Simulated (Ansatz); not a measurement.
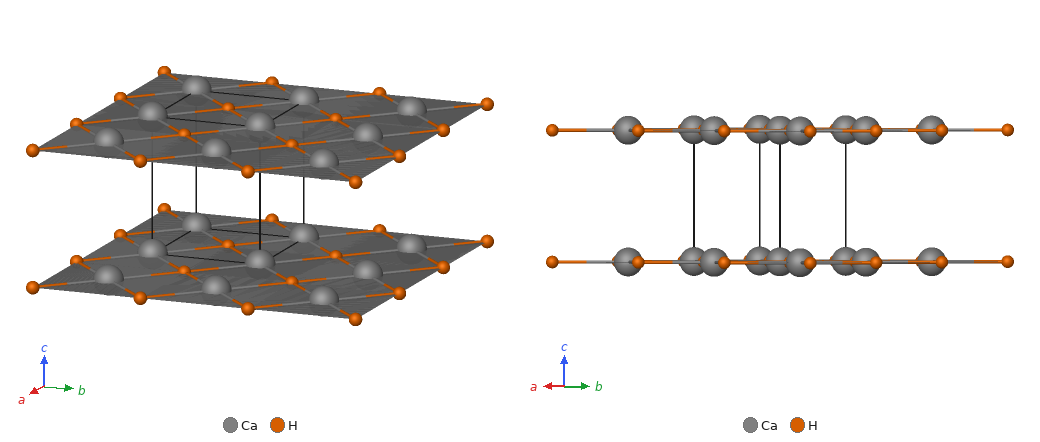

Polyhedra are drawn about Ca (bonds: Ca–H below 2.6 Å); other atoms are plain spheres. Two views of the same piece.

System CaH (space group P4/mmm, No. 123); source of the atomic positions: the input geometry of an electronic-structure calculation (not necessarily at equilibrium); the starting structure was generated, so it need not be a known form of this composition.

Q: What figure surrounds each Ca atom, and what does it share with the other drawn polyhedra?

A: Ca: CaH4 square, sharing corners with four neighbours and edges with four neighbours.

Q: How do these polyhedra hang together as a whole?

A: They form layers of corner- and edge-sharing squares parallel to (001).
